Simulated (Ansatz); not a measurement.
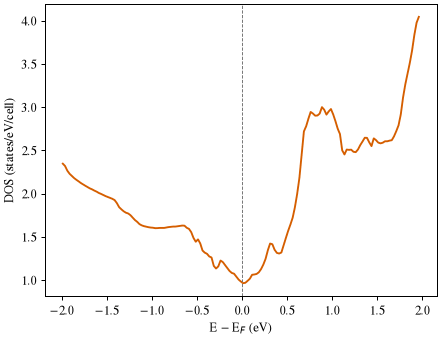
Figure. Density of states of CaGa4 (C2/m) near the Fermi level, PBEsol, rigid bands (Ansatz, an electronic-structure program).

Problem. With 5 atoms a cell, what bare Sommerfeld coefficient γ = (π²/3) k_B² N(E_F) follows?

Solution. N(E_F) ≈ 0.99 states/eV a cell at 300 K, so γ ≈ 0.47 mJ/(mol of atoms·K²), before electron-phonon enhancement.

Problem. How far does the Fermi level move in a rigid band for 0.1 electron a cell added or removed?

Solution. 100 meV and -97 meV.

A metal at this level (no band gap); rigid bands, thermally averaged at 300 K, both spins. Spin-orbit coupling is left out. Geometry: cell and atoms relaxed with PBEsol.

Computed structure, not matched to a measured one here, so possibly hypothetical: CaGa4 (C2/m).
